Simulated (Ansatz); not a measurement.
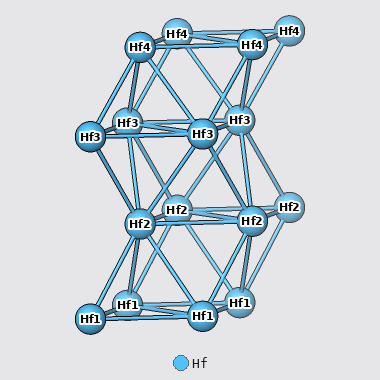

The system is F on a Hf(001) slab cut from the P6_3/mmc phase, its upper half relaxed before the scan (4 atoms of substrate and one adsorbate in a 1 × 1 cell); the picture shows it without the atoms that are moved over the map. F is moved along a line over the surface and along the normal, above a rigid substrate. The first coordinate is: position of F5 along the long diagonal of the hexagonal surface cell, from above Hf4; the second: height of F5 above the plane of Hf4. The grid has 9 × 8 points. At 12 points there is no value (left out of the scan, as a rule where atoms come close). Points are written as (first, second). Energies: eV, counted from the lowest grid point. The runs have no spin polarisation, so an open-shell adsorbate far from the surface lies too high. Theory: Ansatz 0.2.0, DFT PBE, scalar-relativistic, plane waves, PAW. Settings: cutoff 420 eV, k-mesh 9×9×1, gaussian smearing 0.1 eV, no spin polarisation.

Range: position of F5 along the long diagonal of the hexagonal surface cell from 0.00 to 4.93 Å; height of F5 above the plane of Hf4 from 0.95 to 4.07 Å.

> What landscape does the calculation give?

The lowest grid point is at (3.70 Å, 1.33 Å) [nearest 3 Hf at 2.28 Å]. The highest grid point, (0.00 Å, 4.07 Å), lies 6.0 eV above the lowest.

| second ↓, first → | 0.00 | 0.62 | 1.23 | 1.85 | 2.47 | 3.08 | 3.70 | 4.32 | 4.93 |
| --- | --- | --- | --- | --- | --- | --- | --- | --- | --- |
| 4.07 | 6.0 | 6.0 | 6.0 | 6.0 | 6.0 | 6.0 | 6.0 | 6.0 | 6.0 |
| 3.37 | 5.4 | 5.4 | 5.4 | 5.4 | 5.4 | 5.4 | 5.4 | 5.4 | 5.4 |
| 2.87 | 4.4 | 4.5 | 4.5 | 4.6 | 4.5 | 4.5 | 4.5 | 4.5 | 4.4 |
| 2.47 | 2.9 | 3.1 | 3.3 | 3.4 | 3.3 | 3.3 | 3.3 | 3.2 | 3.0 |
| 2.09 | 1.3 | 1.5 | 1.8 | 1.9 | 1.9 | 1.8 | 1.8 | 1.7 | 1.4 |
| 1.71 | 1.5 | 1.0 | 0.7 | 0.7 | 0.7 | 0.6 | 0.5 | 0.6 | 0.9 |
| 1.33 | – | – | – | 0.3 | 0.5 | 0.3 | 0.0 | – | – |
| 0.95 | – | – | – | 1.3 | – | – | 0.8 | – | – |

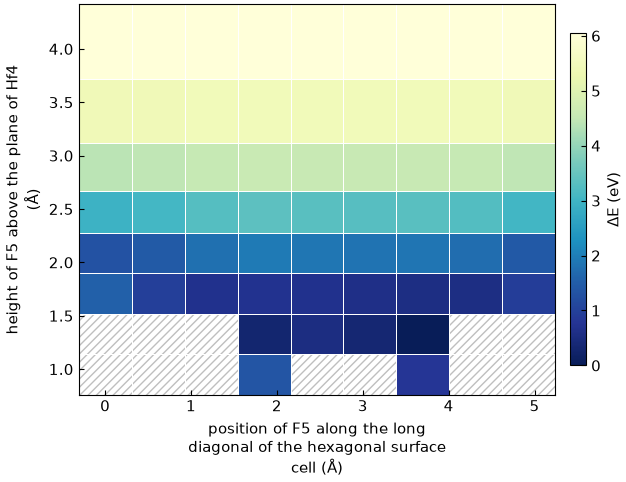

In the figure: one coloured cell a grid point, hatched blanks where no value was computed.

Each point was launched as `ansatz run input.yaml --threads 1 --pin off --max-ram 3072MiB --backend cpu --events-out ev --progress --plain --runs-dir out`. Time for the 60 points that were run: 31 min on 1 thread of Arm Neoverse V2, with other jobs on the host.
